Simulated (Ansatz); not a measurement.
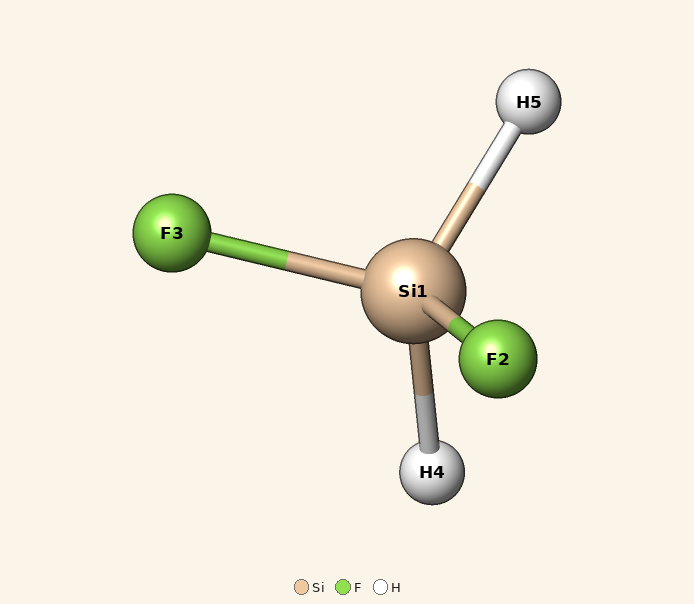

Harmonic vibrations computed with RKS PBE0-D4/def2-TZVP (Ansatz 0.2.0) at a stationary point of the same level.

Question: Is this a minimum or a saddle point?

Answer: A minimum: no imaginary frequency, and the lowest mode lies at 317 cm⁻¹.

Question: How many vibrational modes are there, and where do they lie?

Answer: 9 modes: 317, 709, 729, 872, 900, 981, 984, 2285, 2296 cm⁻¹.
